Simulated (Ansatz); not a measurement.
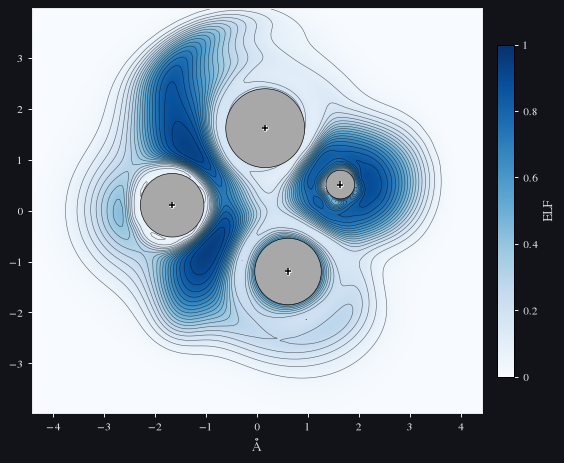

The electron localisation function on a plane through atoms (crosses mark nuclei in the plane; grey discs cover the cores).

Level of theory: RKS PBE0-D4/def2-TZVPP in Ansatz 0.2.0.

Candidates:
A. H4OSiSnZn (SMILES [O]1[Zn][SiH2][SnH2]1)
B. Ga2H6N2 (SMILES [NH2][Ga]([NH2])[GaH2])
C. CH6B2FGa (SMILES C[B]([GaH2])BF)

Q: Which candidate gave the map?

A: Candidate A: H4OSiSnZn on the plane of atoms O1, Sn4 and Si3, which holds O, Zn, Si and Sn. Zn–O (1.84 Å): the ELF peaks at about 0.85 in the valence shell of O, 0.6 Å from its nucleus, and is about 0.20 at the midpoint. Sn–O (1.99 Å): the ELF peaks at about 0.80 in the valence shell of O, 0.6 Å from its nucleus, and drops to about 0.15 between the two atoms.
